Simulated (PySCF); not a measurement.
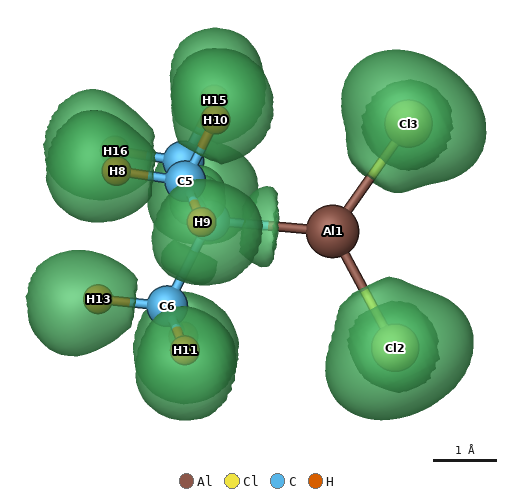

Figure 1: C4H9AlCl2 (AlCl2(tBu)). Isosurface of the ELF at 0.8 (green), seen across its widest extent. Core shells and regions of very low density are left out.

Geometry: PBE0-D3(BJ)/def2-SVP.

These are results of PBE0/pcSseg-1 Al:pcSseg-2, SCF density, gas phase, non-relativistic (PySCF), not measurements.

```csv
atom,x (Å),y (Å),z (Å)
Al,0.9473,1.6554,-0.0367
Cl,3.0354,1.8201,0.1448
Cl,-0.1219,3.4514,-0.2645
C,-0.0065,-0.0615,0.0009
C,-0.7990,-0.1245,1.3134
C,0.9728,-1.2322,-0.0812
C,-0.9774,-0.0914,-1.1853
H,-1.3937,-1.0566,1.3537
H,-0.1423,-0.1259,2.1997
H,-1.5063,0.7149,1.4165
H,1.6875,-1.2384,0.7569
H,1.5606,-1.2187,-1.0131
H,0.4234,-2.1919,-0.0543
H,-0.4531,-0.0725,-2.1550
H,-1.6809,0.7566,-1.1683
H,-1.5801,-1.0187,-1.1611
```

### Describe the localisation domains.

The surface consists of one region between bonded Al–C atoms (shared pairs), three regions between bonded C–C atoms (shared pairs), nine regions around hydrogen nuclei and two regions on Cl in which the atom's valence shell and bonds are merged. Along the contacts the grid gives the following. C–C (1.53 Å): the ELF peaks at about 0.95 between the atoms (a shared electron pair). C–Al (1.96 Å): the ELF peaks at about 0.95 between the atoms; a polar covalent bond.
